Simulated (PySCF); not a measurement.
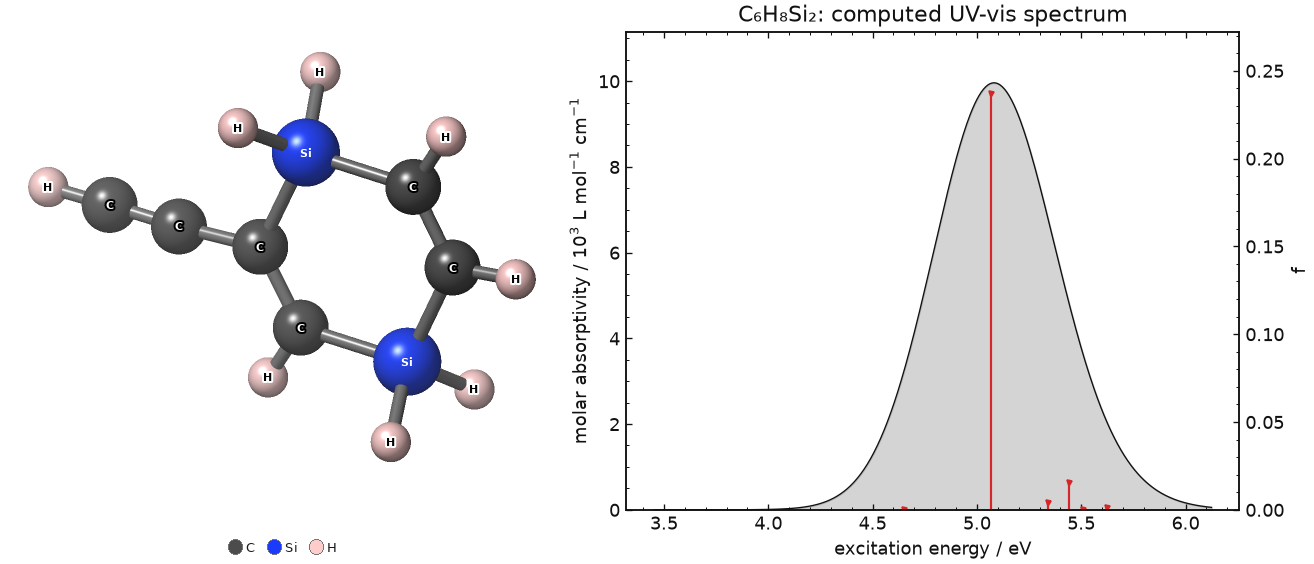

Computed absorption of C₆H₈Si₂, SMILES C#CC1=C[SiH2]C=C[SiH2]1. Vertical TDDFT excitations, PBE0/def2-SVPD, PySCF, at a PBE0-D3(BJ)/def2-SVP geometry (no frequency check), gas phase. Only the first 6 singlet excitations are included; each is broadened by a Gaussian of 1/e half-width 0.40 eV. Sticks give oscillator strengths (right axis).

Q: Where is the maximum of the broadened curve, and how high is it?

A: At about 5.1 eV (244 nm), with ε near 10000 L mol⁻¹ cm⁻¹.

Q: Which of the computed transitions is the brightest, and what character does the calculation give it?

A: S2 at 5.07 eV (245 nm), f = 0.237, mainly HOMO → LUMO (87 %).

Caveats: core orbitals are frozen in the response.
